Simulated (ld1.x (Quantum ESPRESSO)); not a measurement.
- Element: Mo
- Generator: ld1.x (Quantum ESPRESSO) 7.5
- Type: norm-conserving RRKJ (Kleinman–Bylander form)
- Functional: LDA (PZ)
- Relativity: scalar-relativistic
- Frozen core: [Kr]
- Valence charge: 6
- Reference configuration: 4d5 5s1 5p0
- Partial waves: 5p (bound, empty): rc 3.10 bohr; 4d (bound): rc 2.15 bohr; 5s (bound): rc 2.85 bohr
- Local potential: the s channel
- Core correction: none

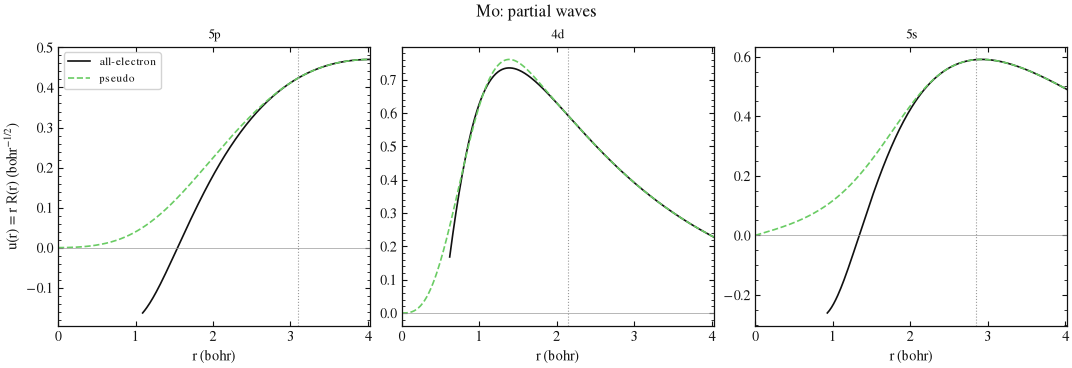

Partial waves u(r) = r R(r), all-electron (solid) and pseudo (dashed). Dotted lines mark the matching radii. The all-electron curves start outside the innermost oscillations, which aren't drawn.

Pseudo-waves: 5p has no node; 4d has no node; 5s has no node.

- Cutoffs needed: 35 Ry and 35 Ry (the cutoffs, on a coarse ladder, from which the occupation-weighted sum of valence levels, in a spherical-Bessel basis at the reference potential, stays within 10 and 1 mRy of its value at 400 Ry)
- Ghost test: no ghost state below the valence levels in the p, d, s, f channels (spherical-Bessel basis up to 400 Ry, 20 bohr box)
- Largest excitation error: -312 meV (all-electron minus pseudo) for 4d2 5s0 5p0, out of 7 test configurations
